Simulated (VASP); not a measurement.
Energy against volume of PbSe (rock salt). These are PBE GGA with D3 dispersion (Becke-Johnson damping), VASP's PBE PAW potentials (set 64) (plane waves; VASP) values and carry that method's errors.

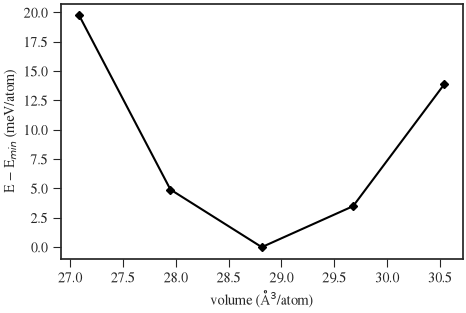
Fig. 1. Energy against volume

Q: Estimate the equilibrium volume and the bulk modulus.

A: The minimum lies near 28.9 Å³/atom, and the curvature gives B0 of about 51 GPa.

Measured: a 6.105 Å at 120 K (computed value off by +0.5 %), as given by Noda, Masumoto, Ohba, Saito, Toriumi, Iwata, Shibuya, Acta Cryst. C 43, 1443 (1987), by a structure database's card. The calculation is for a static lattice, while the measured a holds thermal and zero-point effects, which are part of the difference.

The compound is PbSe in the rock salt structure. It was relaxed first.
